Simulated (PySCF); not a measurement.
Sn(Br)2(OH)2, SMILES [OH][Sn]([Br])([Br])[OH], singlet at its PBE0/def2-SVP optimised geometry (Å):

```
7

O     -1.1963    -2.0771    -1.6584
Sn    -0.7210    -1.1481     0.0000
O      1.2456    -1.1481     0.0000
Br    -1.6286    -2.3474     1.9580
Br    -1.6282     1.1481     0.0000
H     -0.3950    -2.3419    -2.1306
H      1.6282    -0.7114     0.7713
```

Calculation: PBE0/def2-TZVP, def2 effective core potentials past Kr (PySCF 2.14.0). The core electrons that the potentials of Sn replace are not part of the density.

Map of the Laplacian of the electron density (e/bohr⁵), clipped to [-1.50, 1.50] on the plane z = 0.8 Å:

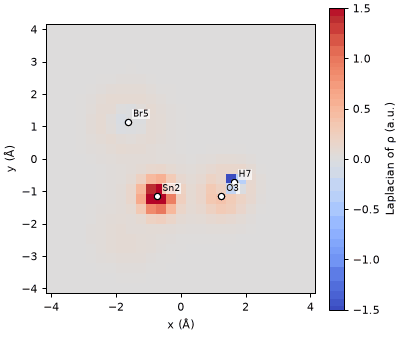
Figure: Laplacian of the electron density (e/bohr⁵), clipped to [-1.50, 1.50] on the plane z = 0.8 Å.
